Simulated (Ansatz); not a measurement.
**C₄HF₅: basis-set convergence**

Aim: see how fast density functionals converge with the basis set for C₄HF₅.

Method: one geometry, several basis sets; program: Ansatz 0.2.0, Gaussian basis.

The runs, in order: PBE0-D4/def2-SVP; ωB97M-V/def2-SVP; PBE0-D4/def2-QZVPP; ωB97M-V/def2-QZVPP; the functionals' def2-TZVPP values are taken from earlier runs.

## 1. The relaxed structure

All runs share one geometry, relaxed beforehand with PBE0-D4 in a triple-zeta def2 set.

SMILES `FC1=C(F)C(F)(F)C1F`, 10 atoms, charge 0, spin multiplicity 1.

Atoms are counted from 1 here; the program's logs count them from 0.

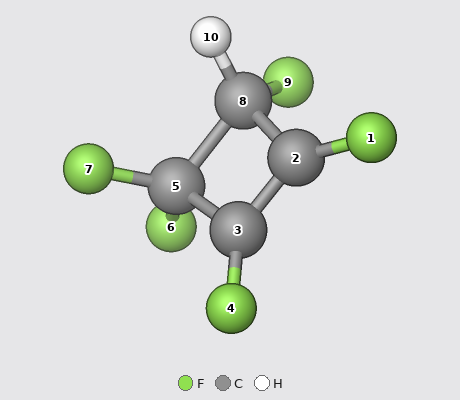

The geometry (fluorine green, carbon grey, hydrogen white); atoms are numbered from 1 in the order of the file.

## 2. PBE0-D4 in def2-SVP

in.yaml

```yaml
crystal:
  periodic: [false, false, false]
  atoms:
    - {symbol: F, position_ang: [-1.418847, -1.887771, 0.580140]}
    - {symbol: C, position_ang: [-0.707166, -0.824179, 0.327320]}
    - {symbol: C, position_ang: [-0.685600, 0.422217, 0.799680]}
    - {symbol: F, position_ang: [-1.328431, 1.074972, 1.728971]}
    - {symbol: C, position_ang: [0.457729, 0.824927, -0.072137]}
    - {symbol: F, position_ang: [0.218165, 1.753842, -1.007933]}
    - {symbol: F, position_ang: [1.586019, 1.188960, 0.571363]}
    - {symbol: C, position_ang: [0.445907, -0.641781, -0.604397]}
    - {symbol: F, position_ang: [0.157498, -0.758507, -1.931565]}
    - {symbol: H, position_ang: [1.357826, -1.203781, -0.388542]}
basis:
  gaussian: {orbitals: def2-SVP}
hamiltonian: {xc: pbe0, dispersion: d4}
output: {orbitals: {seedname: orbitals}}
```

Run with:

```sh
$ ansatz run in.yaml --threads 4 --pin off --events-out ev --progress --plain --max-ram 11315MiB
```

Standard output:

```text
Functional definition: PBE0
  name "PBE0"
  cite "Adamo & Barone, J. Chem. Phys. 110, 6158 (1999) doi:10.1063/1.478522"
  cite "Perdew, Burke & Ernzerhof, Phys. Rev. Lett. 77, 3865 (1996) doi:10.1103/PhysRevLett.77.3865"
  parent pbe
  parameter a = 0.25
  parameter kappa = 0.804
  parameter beta = 0.06672455060314922
  exchange = (1 - a)*pbe_x(kappa = kappa, mu = beta*pi^2/3) + a*exact_x
  correlation = pbe_c(beta = beta)
1430 factors; their error is unknown
mean field evaluation 1: about -17712.9261 eV, gradient 3.7e1 eV
mean field evaluation 2: about -17713.3848 eV, gradient 3.5e1 eV
mean field evaluation 4: about -17715.1804 eV, gradient 1.6e0 eV
mean field evaluation 8: about -17715.1832 eV, gradient 5.2e-2 eV
mean field evaluation 16: about -17715.1745 eV, gradient 6.7e-5 eV
mean field -17715.17450580 eV, -651.0206553117 hartree, gradient 6.7e-5 eV, S^2 0.000000; 0 other end points of the search recorded, 0 dependent functions left out
reference -17715.17451958 eV, -651.0206558181 hartree; 35, 35 occupied and 96, 96 virtual orbitals, 1430 factors
Total energy: -17715.36674855 eV, -651.0277201022 hartree
```

Run time: 0.85 s. Hardware: 4 threads of Intel Xeon 6975P-C, shared host.

## 3. ωB97M-V in def2-SVP

in.yaml, as its differences from that of step 2:

```diff
@@ -15,3 +15,3 @@
   gaussian: {orbitals: def2-SVP}
-hamiltonian: {xc: pbe0, dispersion: d4}
+hamiltonian: {xc: {name: wB97M-V}}
 output: {orbitals: {seedname: orbitals}}
```

Launched as before.

Standard output, shortened:

```text
Functional definition: wB97M-V
  name "wB97M-V"
  cite "Mardirossian & Head-Gordon, J. Chem. Phys. 144, 214110 (2016) doi:10.1063/1.4952647"
  cite "Becke, J. Chem. Phys. 107, 8554 (1997) doi:10.1063/1.475007"
  cite "Vydrov & Van Voorhis, J. Chem. Phys. 133, 244103 (2010) doi:10.1063/1.3521275"
  # Of w^i u^j: cxij and so on, Table III.
[...]
  gx(w, u) = 1 - cx + cx01*u + cx10*w
  gss(w, u) = css00 + css04*u^4 + css10*w + css20*w^2 + css43*w^4*u^3
  gos(w, u) = cos00 + cos10*w + (cos20 + cos21*u)*w^2 + (cos60 + cos61*u)*w^6
[...]
      + integral(e_c_pw_mod_opposite_spin*gos(b97_w_opposite, b97_u_opposite)) + vv10(b, c)
1430 factors; their error is unknown
250 factors; integrals over basis functions are off by at most 2.4e-6 eV
[...]
mean field -17728.01699306 eV, -651.4926080135 hartree, gradient 1.0e-5 eV, S^2 0.000000; 0 other end points of the search recorded, 0 dependent functions left out
reference -17728.01701619 eV, -651.4926088634 hartree; 35, 35 occupied and 96, 96 virtual orbitals, 1430 factors
Total energy: -17728.01701619 eV, -651.4926088634 hartree
```

Run time: 2.8 s. Hardware: 4 threads of Intel Xeon 6975P-C, shared host.

## 4. PBE0-D4 in def2-QZVPP

in.yaml, as its differences from that of step 3:

```diff
@@ -14,4 +14,4 @@
 basis:
-  gaussian: {orbitals: def2-SVP}
-hamiltonian: {xc: {name: wB97M-V}}
+  gaussian: {orbitals: "def2-QZVPP.json"}
+hamiltonian: {xc: pbe0, dispersion: d4}
 output: {orbitals: {seedname: orbitals}}
```

Same command.

Standard output:

```text
Functional definition: PBE0
  name "PBE0"
  cite "Adamo & Barone, J. Chem. Phys. 110, 6158 (1999) doi:10.1063/1.478522"
  cite "Perdew, Burke & Ernzerhof, Phys. Rev. Lett. 77, 3865 (1996) doi:10.1103/PhysRevLett.77.3865"
  parent pbe
  parameter a = 0.25
  parameter kappa = 0.804
  parameter beta = 0.06672455060314922
  exchange = (1 - a)*pbe_x(kappa = kappa, mu = beta*pi^2/3) + a*exact_x
  correlation = pbe_c(beta = beta)
1669 factors; their error is unknown
mean field evaluation 1: about -17733.6776 eV, gradient 4.7e1 eV
mean field evaluation 2: about -17734.7054 eV, gradient 4.0e1 eV
mean field evaluation 4: about -17737.2536 eV, gradient 2.4e0 eV
mean field evaluation 8: about -17737.2627 eV, gradient 5.2e-2 eV
mean field evaluation 16: about -17737.2681 eV, gradient 3.1e-4 eV
mean field -17737.26811013 eV, -651.8325802952 hartree, gradient 4.9e-5 eV, S^2 0.000000; 0 other end points of the search recorded, 0 dependent functions left out
reference -17737.26813897 eV, -651.8325813551 hartree; 35, 35 occupied and 508, 508 virtual orbitals, 1669 factors
Total energy: -17737.46036794 eV, -651.8396456393 hartree
```

Wall time 7 s (4 threads of Intel Xeon 6975P-C, shared host); peak memory 2.4 GiB.

## 5. ωB97M-V in def2-QZVPP

in.yaml, as its differences from that of step 4:

```diff
@@ -15,3 +15,3 @@
   gaussian: {orbitals: "def2-QZVPP.json"}
-hamiltonian: {xc: pbe0, dispersion: d4}
+hamiltonian: {xc: {name: wB97M-V}}
 output: {orbitals: {seedname: orbitals}}
```

Launched as before.

Standard output, shortened:

```text
Functional definition: wB97M-V
  name "wB97M-V"
  cite "Mardirossian & Head-Gordon, J. Chem. Phys. 144, 214110 (2016) doi:10.1063/1.4952647"
  cite "Becke, J. Chem. Phys. 107, 8554 (1997) doi:10.1063/1.475007"
  cite "Vydrov & Van Voorhis, J. Chem. Phys. 133, 244103 (2010) doi:10.1063/1.3521275"
  # Of w^i u^j: cxij and so on, Table III.
[...]
  gx(w, u) = 1 - cx + cx01*u + cx10*w
  gss(w, u) = css00 + css04*u^4 + css10*w + css20*w^2 + css43*w^4*u^3
  gos(w, u) = cos00 + cos10*w + (cos20 + cos21*u)*w^2 + (cos60 + cos61*u)*w^6
[...]
      + integral(e_c_pw_mod_opposite_spin*gos(b97_w_opposite, b97_u_opposite)) + vv10(b, c)
1669 factors; their error is unknown
317 factors; integrals over basis functions are off by at most 4.8e-6 eV
[...]
mean field -17750.50861873 eV, -652.3191600115 hartree, gradient 2.4e-5 eV, S^2 0.000000; 0 other end points of the search recorded, 0 dependent functions left out
reference -17750.50866513 eV, -652.3191617167 hartree; 35, 35 occupied and 508, 508 virtual orbitals, 1669 factors
Total energy: -17750.50866513 eV, -652.3191617167 hartree
```

Wall time 14 s (4 threads of Intel Xeon 6975P-C, shared host); peak memory 2.8 GiB.

## 6. Functionals by basis

The def2-TZVPP values come from earlier runs at the same geometry.

```tsv
functional	basis	functions	energy (eV)	from the largest (eV)	HOMO (eV)	LUMO (eV)
PBE0-D4	def2-SVP	131	-17715.3667	22.094	-8.55	-0.53
PBE0-D4	def2-TZVPP	293	-17736.5608	0.900	-8.66	-0.60
PBE0-D4	def2-QZVPP	543	-17737.4604	0.000	-8.72	-0.66
ωB97M-V	def2-SVP	131	-17728.0170	22.492	-10.73	1.77
ωB97M-V	def2-TZVPP	293	-17749.6668	0.842	-10.88	1.65
ωB97M-V	def2-QZVPP	543	-17750.5087	0.000	-10.94	1.51
```

## 7. Summary of results

| quantity | value |
| --- | --- |
| PBE0-D4: double and triple zeta above quadruple | 22.09, 0.90 eV |
| ωB97M-V: double and triple zeta above quadruple | 22.49, 0.84 eV |

In words: PBE0-D4 gains 21.19 eV from double to triple zeta, then 0.90 eV more. Total energies overstate the basis error of differences, where much of it tends to cancel.

For PBE0-D4 the largest set took about 8 times as long as the smallest (7 s against 0.85 s).
